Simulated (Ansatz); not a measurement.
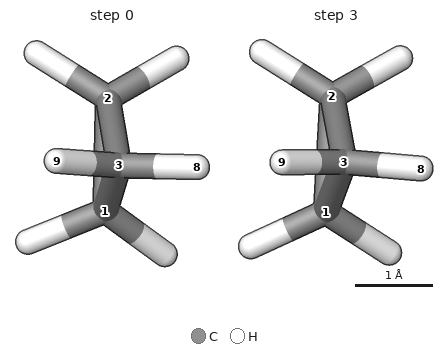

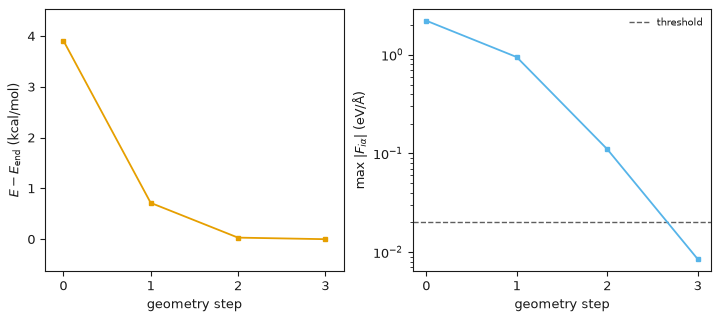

First and last geometry of a relaxation of C₃H₆, with the history of the run. The picture is a stick view, seen from a free direction.

The run prepares the start of a later molecular dynamics calculation, from a guessed geometry.

Theory: RKS B3LYP/6-31G* (Ansatz 0.2.0). Set-up: no spin polarisation; force threshold 0.02 eV/Å; at most 40 steps.

What do the curves and the structures tell?

Answer. It converged. The atom that moves furthest after the best rigid fit is an H atom (0.061 Å). By element the largest moves are H 0.061 Å, C 0.054 Å. Among the contacts that change: C–C 1.446 → 1.509 Å, C–C 1.466 → 1.509 Å, C–H 1.114 → 1.087 Å, C–H 1.094 → 1.087 Å. Among the angles between lasting bonds that change: C–C–H 113.4° → 118.2°, C–C–H 123.0° → 118.2°, C–C–H 114.0° → 118.1°. After 3 geometry steps the energy has fallen by 3.91 kcal/mol. Largest force component: 2.2 eV/Å at the start, 0.0085 eV/Å at the end. The run took 5.5 s on 1 thread of Arm Neoverse V1, with other jobs on the host, peak memory 0.096 GiB.
